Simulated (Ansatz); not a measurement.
Consider ClH$_{3}$Si···HF.

```yaml
atoms:
  - { symbol: Si, position_ang: [-0.4764, -0.0001, -0.5343] }
  - { symbol: F, position_ang: [0.1938, 0.0007, 2.8405] }
  - { symbol: H, position_ang: [0.7527, -0.0005, 0.3140] }
  - { symbol: H, position_ang: [-0.5693, 1.2309, -1.3835] }
  - { symbol: H, position_ang: [-0.5696, -1.2306, -1.3842] }
  - { symbol: Cl, position_ang: [-2.1308, -0.0003, 0.7741] }
  - { symbol: H, position_ang: [-0.6716, 0.0000, 2.4700] }
```

Computed with RKS PBE-D4/def2-SVP in Ansatz 0.2.0.

> What can the converged electron density and electron localisation function tell about the bonding?

Cl6···H7 (2.24 Å): the density falls to about 0.15 e/Å³ on the way; the ELF dips to about 0.10 between them: by its geometry a hydrogen bond between the two molecules, with no shared pair.
Si–Cl (2.11 Å): ρ is about 0.77 e/Å³ halfway; the ELF peaks at about 0.85 between the atoms; a polar covalent bond.
F–H (0.94 Å): ρ at the midpoint is about 4.4 e/Å³; the ELF climbs to about 1 towards the hydrogen, as it does in any bond to H (a covalent bond by its length).
Si–H (1.49 Å): the density is about 0.78 e/Å³ at the midpoint; the ELF climbs to about 1 towards the hydrogen.

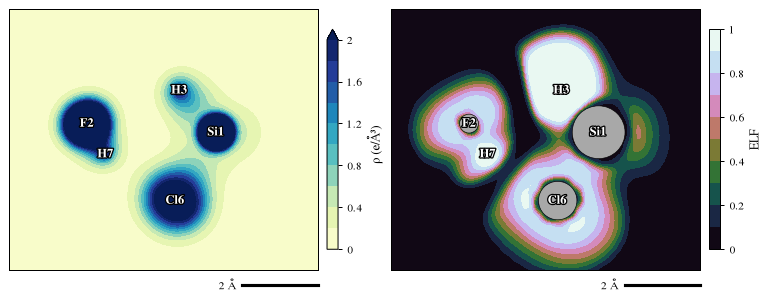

Computed electron density and electron localisation function on the plane of atoms H3, Si1 and Cl6, in this order. Grey discs cover the atomic cores in the ELF map. 
